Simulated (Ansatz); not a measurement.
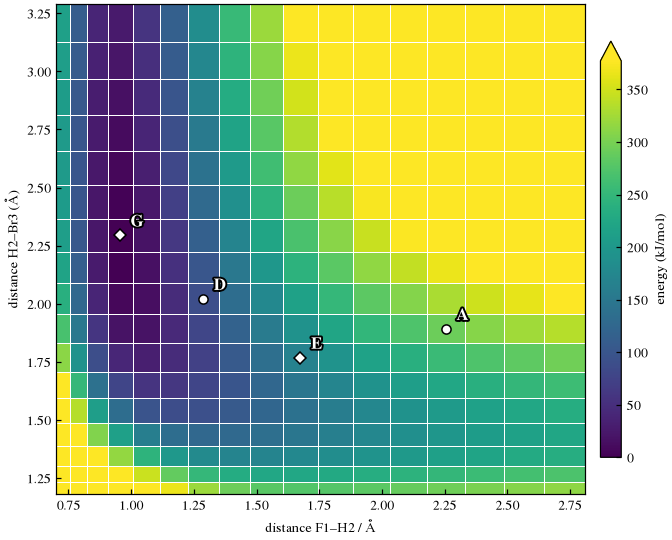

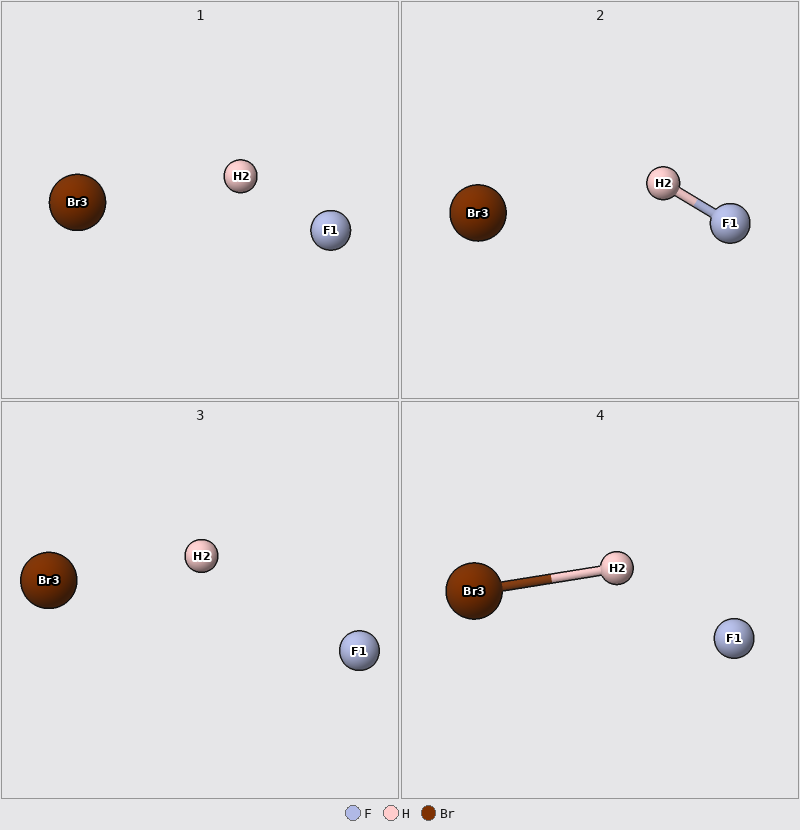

The system F⁻ + HBr. Coordinates scanned: (1) distance F1–H2; (2) distance H2–Br3. Nothing is relaxed (the angle F1–H2–Br3 is fixed at 140 degrees). Grid: 17 × 17 points. Energies are in kJ/mol, from the lowest grid point. The reference is spin-restricted, so regions where a bond is pulled apart into radicals lie too high. Theory: RKS PBE0-D4/def2-TZVPD (Ansatz).

The picture shows one coloured cell a grid point, one colour for all values above the top of the scale, lettered points. The numbered pictures are the structures at these points, in random order.

Q: Which structure belongs to which point?

A: A is structure 3: distance F1–H2 = 2.255 Å, distance H2–Br3 = 1.891 Å, 292 kJ/mol; D is structure 1: distance F1–H2 = 1.287 Å, distance H2–Br3 = 2.020 Å, 88 kJ/mol; E is structure 4: distance F1–H2 = 1.675 Å, distance H2–Br3 = 1.767 Å, 167 kJ/mol; G is structure 2: distance F1–H2 = 0.955 Å, distance H2–Br3 = 2.294 Å, 0 kJ/mol.
